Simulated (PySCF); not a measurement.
CClF₃, SMILES `FC(F)(F)Cl`.

Computed with PySCF, PBE0/def2-TZVP, geometry: GFN2-xTB. No frequency check shows the geometry to be a minimum. GFN2-xTB bond lengths at metals and heavier atoms can be off by up to 0.1 Å and shapes distorted, which carries into these values.

Geometry (Å), atoms numbered from 1:

```
F1       0.8189   -0.6470    1.0543
C2       0.3510    0.0000    0.0000
F3       0.8185    1.2367    0.0330
F4       0.8181   -0.5897   -1.0877
Cl5     -1.4238    0.0000    0.0002
```

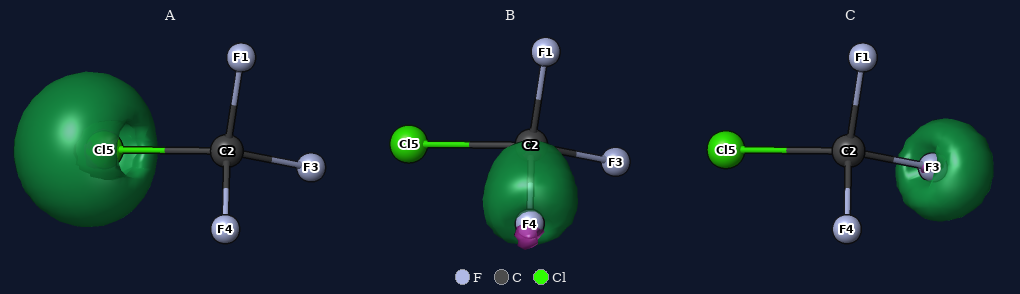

Intrinsic bond orbitals (IBO), occupied; each surface holds about 70 % of the orbital's density. Energies are diagonal elements of the Fock matrix.

Name the orbitals, with their atomic make-up and energies.

By panel:
- A: lone pair on Cl5 (s-type) (Cl5 100 %; −20.7 eV)
- B: σ bond F4–C2 (F4 69 %, C2 31 %; −27.9 eV)
- C: lone pair on F3 (sp0.4-type) (F3 100 %; −25.9 eV)

How do all the valence pairs divide up?

16 pairs: 12 lone pairs and 4 σ bonds.
